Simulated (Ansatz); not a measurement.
The calculation's input:

```
basis:
  gaussian:
    orbitals: def2-TZVPD
crystal:
  periodic: [false, false, false]
  atoms:
    - {symbol: C, position_ang: [-0.145844, 0.643004, -1.139180]}
    - {symbol: Ag, position_ang: [-2.380216, 0.229196, 1.690820]}
    - {symbol: S, position_ang: [-0.594471, 3.359064, 0.387528]}
    - {symbol: Si, position_ang: [-1.528143, 1.476142, -0.145117]}
    - {symbol: H, position_ang: [0.158183, 1.280160, -1.986655]}
    - {symbol: H, position_ang: [-0.484250, -0.326550, -1.536515]}
    - {symbol: H, position_ang: [0.743459, 0.464740, -0.511229]}
    - {symbol: H, position_ang: [-1.656782, 3.853907, 1.060807]}
output: {forces: true, orbitals: {seedname: orbitals}}
magnetization:
  spin_polarized: true
  initial_magnetization: 1
hamiltonian:
  xc: pbe0
```

Launched as:

```sh
ansatz run input.yaml --threads 2 --pin off --max-ram 4350MiB --events-out events.jsonl --progress --plain --runs-dir runs
```

Geometry: r2SCAN-D4/def2-SVP; core potentials replace the inner electrons of Ag.

Computed with Ansatz, isolated molecule in a Gaussian basis; Kohn-Sham density functional theory, functional PBE0.

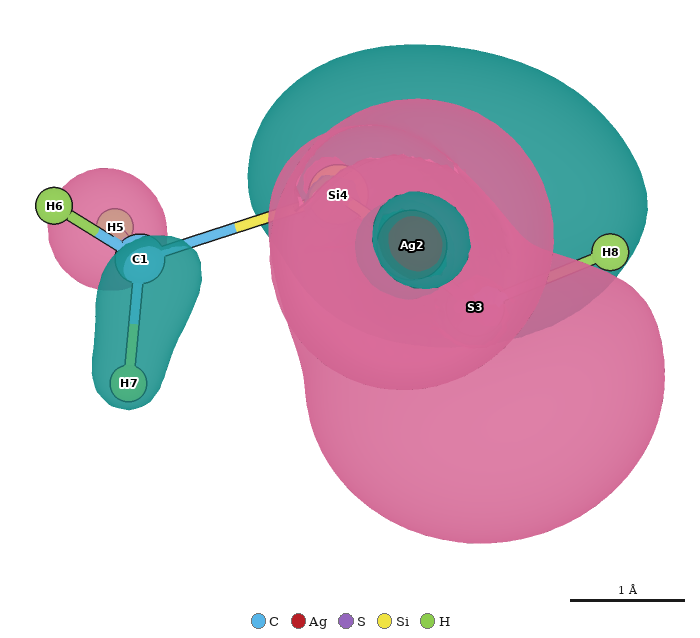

CH4AgSSi (doublet). The HOMO−1 (β) at ±0.06 Å⁻³ᐟ² (teal and pink are the two phases), seen from one side.

Question: Where does this orbital lie, and at what energy?

Answer: Its weight (Hirshfeld) is mainly on S3 (about 70 %), Si4 (about 15 %) and Ag2 (about 10 %); largely a lone pair of S3. Its energy is −7.61 eV.
